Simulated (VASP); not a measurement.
# GW on SnSe2, part 2 of 4

How does the gap of SnSe2 change from the starting functional to GW? The cell is of the CdI2 type, one of the forms listed for this formula. The start is a cell from a database of measured crystal structures.

VASP 6.6.1, plane waves and PAW; the level of theory is named at each step.

So far. Step 2 (Relaxation): At LDA, with these data sets, the largest force is down to 0.0095 eV/Å.

## Step 3: Ground state

This step: LDA; plane waves and PAW (Sn_d_GW, Se_GW) (VASP 6.6.1).

The orbitals come from a self-consistent LDA run with a tight EDIFF and a narrow smearing. KPOINTS_OPT adds the bands along a path, which shows whether the mesh holds the band edges.

Input file INCAR:

```
SYSTEM = SnSe2
PREC = Accurate
ENCUT = 300
EDIFF = 1E-08
NELM = 100
ISMEAR = 0
SIGMA = 0.01
LREAL = .FALSE.
ALGO = Normal
GGA = CA
NBANDS = 19
LORBIT = 11
LWAVE = .TRUE.
LCHARG = .FALSE.
KPAR = 8
```

Input file POSCAR:

```
SnSe2
1.0
    3.8110000000      0.0000000000      0.0000000000
   -1.9055000000      3.3004228138      0.0000000000
    0.0000000000      0.0000000000      6.1360000000
Sn Se
1 2
Direct
    0.0000000000      0.0000000000      0.0000000000
    0.6666666667      0.3333333333      0.7425351585
    0.3333333333      0.6666666667      0.2574648415
```

Input file KPOINTS:

```
Automatic mesh
0
Gamma
6 6 4
0 0 0
```

Input file KPOINTS_OPT:

```
Line mode
12
Line-mode
Reciprocal
  0.00000000   0.00000000   0.00000000 GAMMA
  0.50000000   0.00000000   0.00000000 M

  0.50000000   0.00000000   0.00000000 M
  0.33333333   0.33333333   0.00000000 K

  0.33333333   0.33333333   0.00000000 K
  0.00000000   0.00000000   0.00000000 GAMMA

  0.00000000   0.00000000   0.00000000 GAMMA
  0.00000000   0.00000000   0.50000000 A

  0.00000000   0.00000000   0.50000000 A
  0.50000000   0.00000000   0.50000000 L

  0.50000000   0.00000000   0.50000000 L
  0.33333333   0.33333333   0.50000000 H

  0.33333333   0.33333333   0.50000000 H
  0.00000000   0.00000000   0.50000000 A

  0.50000000   0.00000000   0.50000000 L
  0.50000000   0.00000000   0.00000000 M

  0.33333333   0.33333333   0.00000000 K
  0.33333333   0.33333333   0.50000000 H
```

Potentials, in the order of the species: Sn_d_GW and Se_GW (LDA family, release 64).

Command:

```console
> mpirun -np 8 vasp_std
```

What it wrote:

```text
[banner, memory and clock lines left out]
running    8 mpi-ranks, on    1 nodes
 distrk:  each k-point on    1 cores,    8 groups
 distr:  one band on    1 cores,    1 groups

 POSCAR found type information on POSCAR SnSe
 POSCAR found :  2 types and       3 ions
 [... a notice as in an earlier step ...]

 LDA part: xc-table for (Slater(with rela. corr.)+CA(PZ))
 , standard interpolation
 POSCAR, INCAR and KPOINTS ok, starting setup
 FFT: planning ... GRIDC
 FFT: planning ... GRID_SOFT
 FFT: planning ... GRID
 WAVECAR not read
 entering main loop
       N       E                     dE             d eps       ncg     rms          rms(c)
DAV:   1     0.153264134046E+03    0.15326E+03   -0.83957E+03  1257   0.359E+03
DAV:   2    -0.177229852786E+00   -0.15344E+03   -0.14811E+03  1549   0.693E+02
DAV:   3    -0.137562045511E+02   -0.13579E+02   -0.13510E+02  1452   0.112E+02
DAV:   4    -0.140450153052E+02   -0.28881E+00   -0.28834E+00  1377   0.135E+01
DAV:   5    -0.140656706704E+02   -0.20655E-01   -0.20652E-01  1613   0.382E+00    0.701E+00
DAV:   6    -0.137958663355E+02    0.26980E+00   -0.51550E-01  1472   0.215E+01    0.430E+00
DAV:   7    -0.137598059852E+02    0.36060E-01   -0.16021E-01  1256   0.462E+00    0.139E+00
DAV:   8    -0.137569543335E+02    0.28517E-02   -0.14513E-02  1250   0.310E+00    0.118E-01
DAV:   9    -0.137566902962E+02    0.26404E-03   -0.25341E-03  1242   0.102E+00    0.347E-02
DAV:  10    -0.137567050705E+02   -0.14774E-04   -0.23371E-04  1434   0.113E-01    0.127E-02
DAV:  11    -0.137567034564E+02    0.16140E-05   -0.14598E-05  1090   0.329E-02    0.630E-03
DAV:  12    -0.137567036222E+02   -0.16577E-06   -0.14928E-06  1175   0.168E-02    0.142E-03
DAV:  13    -0.137567036003E+02    0.21877E-07   -0.16602E-07  1422   0.645E-03    0.591E-04
DAV:  14    -0.137567036053E+02   -0.49727E-08   -0.17635E-08  1032   0.100E-03
   1 F= -.13756704E+02 E0= -.13756704E+02  d E =-.174206E-28
 Start KPOINTS_OPT (optional k-point list driver)
k-point batch [1-24\108]
       N       E                     dE             ncg
DAV:   1    -0.121636053290E+04   -0.12985E+05     1245
DAV:   2    -0.469482341855E+04   -0.34785E+04     1557
DAV:   3    -0.500445500901E+04   -0.30963E+03     1468
DAV:   4    -0.501118744492E+04   -0.67324E+01     1376
DAV:   5    -0.501172715317E+04   -0.53971E+00     1574
DAV:   6    -0.501173020917E+04   -0.30560E-02     1362
DAV:   7    -0.501173027084E+04   -0.61666E-04     1514
DAV:   8    -0.501173027114E+04   -0.30498E-06     1287
DAV:   9    -0.501173027115E+04   -0.73833E-08     1104
[...]
k-point batch [97-108\108]
       N       E                     dE             ncg
DAV:   1     0.748797088371E+04   -0.90753E+04      601
DAV:   2     0.571404162752E+04   -0.17739E+04      744
DAV:   3     0.554476402447E+04   -0.16928E+03      738
DAV:   4     0.554120210511E+04   -0.35619E+01      728
DAV:   5     0.554101763883E+04   -0.18447E+00      776
DAV:   6     0.554101560159E+04   -0.20372E-02      741
DAV:   7     0.554101559326E+04   -0.83327E-05      698
DAV:   8     0.554101559313E+04   -0.12855E-06      711
DAV:   9     0.554101559313E+04   -0.30441E-08      504
 writing wavefunctions
```

It took 8.4 s on 8 MPI ranks of Intel Xeon 6975P-C (Granite Rapids), shared host; peak memory 1.3 GiB; 58 s of CPU time.

Parts of OUTCAR (step 3):

```text
The static configuration has the point symmetry D_3d.

 Found     24 irreducible k-points:

   dimension x,y,z NGX =    24 NGY =   24 NGZ =   36
   dimension x,y,z NGXF=    48 NGYF=   48 NGZF=   72

   ENCUT  =  300.0 eV  22.05 Ry    4.70 a.u.   5.38  5.38  8.67*2*pi/ulx,y,z

   NELECT =      26.0000    total number of electrons

 E-fermi :   3.3288

 k-point     1 :       0.0000    0.0000    0.0000
  band No.  band energies     occupation
    ...
      9       2.7155      2.00000
     10       2.7155      2.00000
     11       2.9782      2.00000
     12       2.9782      2.00000
     13       3.2114      2.00000
     14       4.1054      0.00000
     15       6.2234      0.00000
     16       7.8551      0.00000
     17       7.8551      0.00000
     18      11.3395      0.00000
    ...

 k-point     2 :       0.1667   -0.0000    0.0000
  band No.  band energies     occupation
    ...
      9       0.6583      2.00000
     10       1.7235      2.00000
     11       1.8983      2.00000
     12       3.2420      2.00000
     13       3.2515      2.00000
     14       5.4292      0.00000
     15       6.8569      0.00000
     16       7.9377      0.00000
     17       8.2554      0.00000
     18      10.4060      0.00000
    ...

  Total       -0.5931887     -0.5931887     -0.7370201      0.0000000      0.0000000      0.0000000
  in kB      -12.3142951    -12.3142951    -15.3001616      0.0000000      0.0000000      0.0000000
  external PRESSURE =     -13.3095839 kB  Pullay stress =       0.0000000 kB

  energy-cutoff  :      300.00
  volume of cell :       77.18
      direct lattice vectors                 reciprocal lattice vectors
     3.811000000  0.000000000  0.000000000     0.262398321  0.151495741  0.000000000
    -1.905500000  3.300422814  0.000000000     0.000000000  0.302991482  0.000000000
     0.000000000  0.000000000  6.136000000     0.000000000  0.000000000  0.162972621

 POSITION                                       TOTAL-FORCE (eV/Angst)
 -----------------------------------------------------------------------------------
      0.00000      0.00000      0.00000        -0.000000      0.000000      0.000000
      1.90550      1.10014      4.55620         0.000000     -0.000000      0.018682
     -0.00000      2.20028      1.57980         0.000000      0.000000     -0.018682
 -----------------------------------------------------------------------------------
    total drift:                                0.000000      0.000000      0.000000

  FREE ENERGIE OF THE ION-ELECTRON SYSTEM (eV)
  ---------------------------------------------------
  free  energy   TOTEN  =       -13.7567036053 eV

  energy  without entropy=      -13.7567036053  energy(sigma->0) =      -13.75670361

 total charge
# of ion       s       p       d       f       tot
--------------------------------------------------
    1        1.027   0.988  10.179   0.036  12.229
    2        1.483   2.264   0.028   0.000   3.775
    3        1.483   2.264   0.028   0.000   3.775
--------------------------------------------------
tot          3.994   5.515  10.236   0.036  19.780

[... 4 parts as in an earlier step ...]

[... 6 further parts left out ...]
```

Numbers from this step:

```
free energy (TOTEN)               : -13.76 eV
Fermi energy                      : 3.329 eV
pressure                          : -1.331 GPa
least gap on mesh and path        : 0.4742 eV
least direct gap on mesh and path : 0.8940 eV
```

The highest empty bands on the path are converged less tightly, to about 0.1 eV. The electronic bands at the labelled points (eV, zero at the valence-band top; v1 is the highest filled band, c1 the lowest empty one):

```
    point     v4     v3     v2     v1    c1    c2    c3    c4
        Γ  -0.63  -0.37  -0.37  -0.13  0.76  2.88  4.51  4.51
        M  -3.10  -2.59  -1.48  -0.30  1.07  3.51  5.08  5.11
        K  -3.65  -3.34  -1.76  -1.76  0.96  6.21  6.21  6.94
        Γ  -0.63  -0.37  -0.37  -0.13  0.76  2.88  4.51  4.51
        A  -0.75  -0.75  -0.17  -0.17  2.38  2.77  4.21  4.21
        L  -2.37  -2.07  -0.97  -0.78  0.58  3.90  4.51  5.68
        H  -4.25  -3.79  -0.42  -0.42  2.23  4.25  4.25  5.77
        A  -0.75  -0.75  -0.17  -0.17  2.38  2.77  4.21  4.21
jump to L  -2.37  -2.07  -0.97  -0.78  0.58  3.90  4.51  5.68
        M  -3.10  -2.59  -1.48  -0.30  1.07  3.51  5.08  5.11
jump to K  -3.65  -3.34  -1.76  -1.76  0.96  6.21  6.21  6.95
        H  -4.25  -3.79  -0.42  -0.42  2.23  4.25  4.25  5.77
```

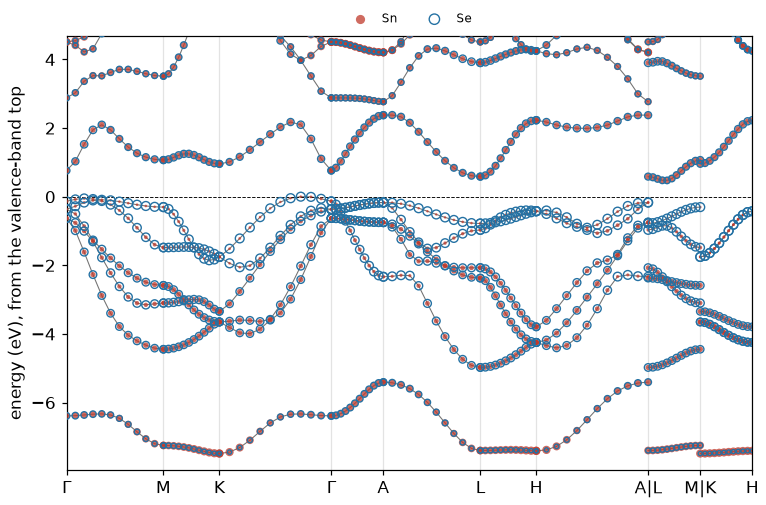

Electronic bands along the path; dots are coloured as in the legend, and their area grows with the weight.

The cell has a gap of 0.474 eV on mesh and path. Spin-orbit coupling is left out, which can shift or reorder these edges.

## Step 4: Empty bands, pseudo set GW light

ALGO = Exact makes the empty bands from the converged ground state in one step. LOPTICS writes the k-derivatives of the orbitals (WAVEDER), which give the long-wavelength limit of the screening.

Input file INCAR:

```
SYSTEM = SnSe2
PREC = Accurate
ENCUT = 300
ISMEAR = 0
SIGMA = 0.01
LREAL = .FALSE.
GGA = CA
NBANDS = 424
ALGO = Exact
NELM = 1
LWAVE = .TRUE.
LCHARG = .FALSE.
LOPTICS = .TRUE.
NEDOS = 1000
CSHIFT = 0.1
```

POSCAR is that of step 3.

KPOINTS is that of step 3.

Command:

```console
> mpirun -np 8 vasp_std
```

What it wrote:

```text
[banner, memory and clock lines left out]
running    8 mpi-ranks, on    1 nodes
 distrk:  each k-point on    8 cores,    1 groups
 distr:  one band on    1 cores,    8 groups

 POSCAR found type information on POSCAR SnSe
 POSCAR found :  2 types and       3 ions
 [... a notice as in an earlier step ...]

 LDA part: xc-table for (Slater(with rela. corr.)+CA(PZ))
 , standard interpolation
 found WAVECAR, reading the header
  number of bands has changed, file:    19 present:   424
  trying to continue reading WAVECAR, but it might fail
 POSCAR, INCAR and KPOINTS ok, starting setup
 FFT: planning ... GRIDC
 FFT: planning ... GRID_SOFT
 FFT: planning ... GRID
 reading WAVECAR
 random initialization beyond band           19
 the WAVECAR file was read successfully
 initial charge from wavefunction
 entering main loop
       N       E                     dE             d eps       ncg     rms          rms(c)
DIA:   1    -0.137567036057E+02   -0.13757E+02    0.00000E+00     0   0.000E+00
   1 F= -.13756704E+02 E0= -.13756704E+02  d E =-.168073E-19
 writing wavefunctions
 optical routines
 imaginary and real dielectric function
 recalculating local potential from charge density
 direction            1
 direction            2
 direction            3
```

Run time: 13 s. Hardware: 8 MPI ranks; peak memory 1.6 GiB; 95 s of CPU time.

From OUTCAR (step 4):

```text
The static configuration has the point symmetry D_3d.

 Found     24 irreducible k-points:

   k-points           NKPTS =     24   k-points in BZ     NKDIM =     24   number of bands    NBANDS=    424

   NELECT =      26.0000    total number of electrons

 E-fermi :   3.3138

 k-point     1 :       0.0000    0.0000    0.0000
  band No.  band energies     occupation
    ...
      9       2.7155      2.00000
     10       2.7155      2.00000
     11       2.9783      2.00000
     12       2.9783      2.00000
     13       3.2114      2.00000
     14       4.1055      0.00000
     15       6.2235      0.00000
     16       7.8552      0.00000
     17       7.8552      0.00000
     18      11.3394      0.00000
    ...

 k-point     2 :       0.1667   -0.0000    0.0000
  band No.  band energies     occupation
    ...
      9       0.6583      2.00000
     10       1.7235      2.00000
     11       1.8983      2.00000
     12       3.2420      2.00000
     13       3.2515      2.00000
     14       5.4293      0.00000
     15       6.8570      0.00000
     16       7.9377      0.00000
     17       8.2554      0.00000
     18      10.4060      0.00000
    ...

  Total       -0.5930335     -0.5930335     -0.7376641      0.0000000      0.0000000      0.0000000
  in kB      -12.3110738    -12.3110738    -15.3135309      0.0000000      0.0000000      0.0000000
  external PRESSURE =     -13.3118928 kB  Pullay stress =       0.0000000 kB

 POSITION                                       TOTAL-FORCE (eV/Angst)
 -----------------------------------------------------------------------------------
      0.00000      0.00000      0.00000         0.000000      0.000000     -0.000000
      1.90550      1.10014      4.55620         0.000000      0.000000      0.018666
     -0.00000      2.20028      1.57980        -0.000000      0.000000     -0.018666
 -----------------------------------------------------------------------------------
    total drift:                                0.000000      0.000000      0.000000

  FREE ENERGIE OF THE ION-ELECTRON SYSTEM (eV)
  ---------------------------------------------------
  free  energy   TOTEN  =       -13.7567036057 eV

  energy  without entropy=      -13.7567036057  energy(sigma->0) =      -13.75670361

 plasma frequency squared (from intraband transitions) (eV^2)
  --------------------------------------------------------------------------------------
       0.000      -0.000       0.000
       0.000       0.000       0.000
       0.000       0.000       0.000

[... 7 parts as in an earlier step ...]

[... 5 further parts left out ...]
```

WAVECAR now holds 424 bands for 26 electrons. Its independent-particle dielectric tensor has xx, yy, zz = 16.9, 16.9, 16.0 on this mesh, which isn't tested for convergence in mesh or bands and lacks local fields.

(Continued in part 3 of 4.)

[Lines on the potential files, build, host, timing and source positions are cut from VASP's logs without a mark.]

[Logs are printed without paths, hosts, clocks, repeated set-up lines and the standing remarks that a program may print on its own settings, such as how far it seeks lower states.]

[Hosts, paths, dates, database ids (printed as entryN), source tags and the programs' standing remarks are cut or masked in the printed files.]

[Pressures printed for these runs are not shown converged in the cutoff: they can be off by several GPa and have the wrong sign.]
